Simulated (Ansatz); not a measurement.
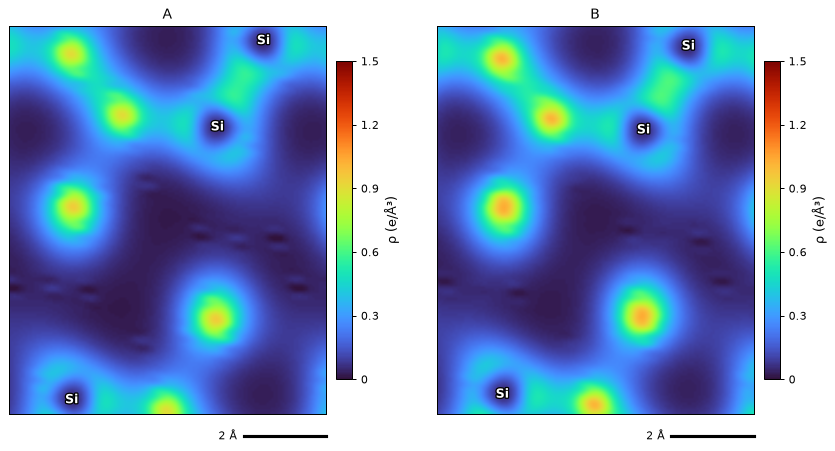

SiGe₆. The valence charge density (pseudo) of two cells that differ in size, on the (11̄0) plane of each (indices in the axes of the calculation cell), at one length scale and on one colour scale; one has 21.2 and the other 23.3 Å³ an atom.

Space group R-3; a generated structure, not necessarily the stable one.

Computed with Ansatz 0.2.0, DFT PBE, scalar-relativistic, plane waves, PAW.

In a PAW calculation such maps are meaningful between the atoms, not at the nuclei.

The larger cell:

```yaml
crystal:
  lattice:
    - [5.34535, 3.08614, 3.29609]
    - [-5.34535, 3.08614, 3.29609]
    - [0.00000, -6.17228, 3.29609]
  atoms:
    - { symbol: Si, position: [0.12026, 0.12026, 0.12026] }
    - { symbol: Si, position: [0.87974, 0.87974, 0.87974] }
    - { symbol: Ge, position: [0.59216, 0.73300, 0.30535] }
    - { symbol: Ge, position: [0.84216, 0.98241, 0.56136] }
    - { symbol: Ge, position: [0.40784, 0.26700, 0.69465] }
    - { symbol: Ge, position: [0.15784, 0.01759, 0.43864] }
    - { symbol: Ge, position: [0.69465, 0.40784, 0.26700] }
    - { symbol: Ge, position: [0.43864, 0.15784, 0.01759] }
    - { symbol: Ge, position: [0.30535, 0.59216, 0.73300] }
    - { symbol: Ge, position: [0.56136, 0.84216, 0.98241] }
    - { symbol: Ge, position: [0.73300, 0.30535, 0.59216] }
    - { symbol: Ge, position: [0.98241, 0.56136, 0.84216] }
    - { symbol: Ge, position: [0.26700, 0.69465, 0.40784] }
    - { symbol: Ge, position: [0.01759, 0.43864, 0.15784] }
```

The smaller cell: a = 6.780 Å, b = 6.780 Å, c = 6.780 Å, α = 99.61°, β = 99.61°, γ = 99.61°.

Q: Which panel shows the smaller cell, and what does the compression change?

A: Panel B is the smaller cell, by 9 % in volume. From the larger cell to the smaller, Si–Si goes from 2.38 to 2.31 Å, and the density at its midpoint from 0.55 to 0.61 e/Å³; the pressure goes from 0.0 to 7 GPa.
